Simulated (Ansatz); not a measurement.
# Be$_{3}$Se$_{2}$ (charge +1, doublet): what the fields show

Input file:

```
crystal:
  periodic: [false, false, false]
  atoms:
    - {symbol: Be, position_ang: [-0.411404, -0.880974, -0.883797]}
    - {symbol: Be, position_ang: [0.588604, 1.105035, -0.398661]}
    - {symbol: Be, position_ang: [-0.177080, -0.223785, 1.282555]}
    - {symbol: Se, position_ang: [-1.533053, 0.789938, -0.073880]}
    - {symbol: Se, position_ang: [1.532923, -0.790213, 0.073784]}
basis:
  gaussian: {orbitals: def2-TZVP, initial_orbitals: start.molden}
total_charge: 1
magnetization: {spin_polarized: true, initial_magnetization: 1}
hamiltonian: {xc: pbe0, dispersion: d4}
scf: {omitted_lower_state_checks: [starts]}
output: {orbitals: {seedname: orbitals}}
```

Command:

```sh
ansatz run in.yaml --threads 4 --pin off --events-out ev --progress --plain --max-ram 3916MiB
```

Geometry: PBE-D4/def2-SVP.

Theory: Ansatz 0.2.0, UKS PBE0-D4/def2-TZVP.

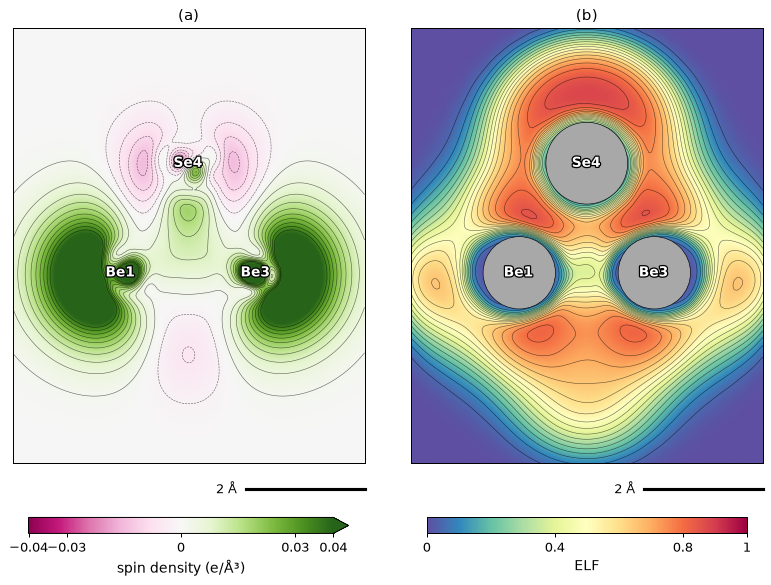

Figure 1. (a) spin density (α minus β); (b) ELF on the plane of atoms Be1, Se4 and Be3. Grey discs cover the atomic cores in the ELF map.

> Interpret the plot.

The plane passes through Be and Se nuclei. Be–Se (2.17 Å): the ELF peaks at about 0.80 in the valence shell of Se, 1.2 Å from its nucleus, and is about 0.80 at the midpoint. The ELF also peaks beside Se4, away from the bonds: non-bonding electrons, paired or unpaired. The unpaired spin (1 electron) lies mostly on Be1 (about 0.3), Be2 (about 0.3) and Be3 (about 0.3), in electrons by Hirshfeld's partition.

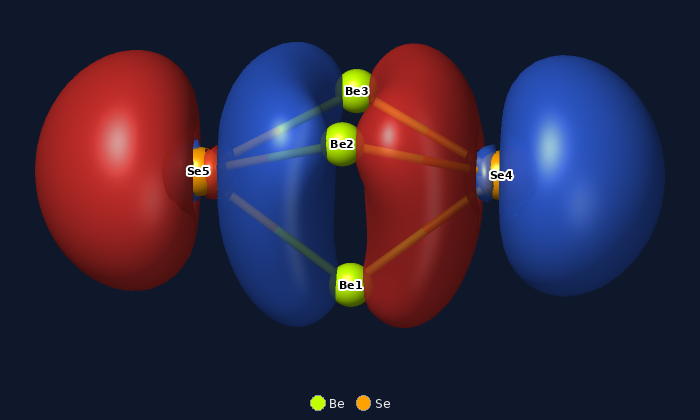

Figure 2. The HOMO−1 (α) at ±0.08 Å⁻³ᐟ² (red and blue are the two phases), seen at a tilt.

> What is the character of this orbital?

Its weight (Hirshfeld) is mainly on Se4 (about 40 %) and Se5 (about 40 %). Its energy is −13.28 eV.
